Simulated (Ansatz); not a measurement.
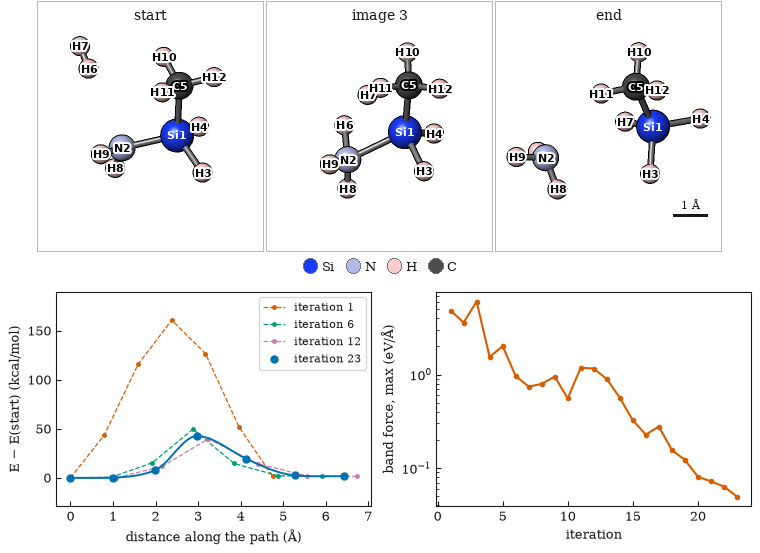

A nudged-elastic-band calculation for CH$_{9}$NSi, made up of CH₇NSi and H$_{2}$. Images are numbered from 0 (start) to 6 (end). The plot follows the band through its iterations. Style: ball-and-stick. Shown at a tilt.

These are results of Ansatz 0.2.0, RKS PBE0-D4/def2-SVP, not measurements. Run with 5 movable images; climbing image.

Judge this run.

The run is converged, with reservations. The band converged in 23 iterations. The largest component of the band force went from 4.8 to 0.05 eV/Å. The climbing image converged on the top of the path. Its curvatures weren't checked. The largest force component is 0.52 eV/Å at the start and 0.30 eV/Å at the end; an end with forces this large is no minimum, and the barrier measured from it can be far off. The first iteration put the highest image at 160.8 kcal/mol. The energy climbs by 42.6 kcal/mol to image 3 and then falls by 41.0 kcal/mol, so the end point sits at +1.6 kcal/mol.

Limits of the set-up: the start holds two separate molecules, 2.7 Å apart at their closest, whose relative position is a soft coordinate.
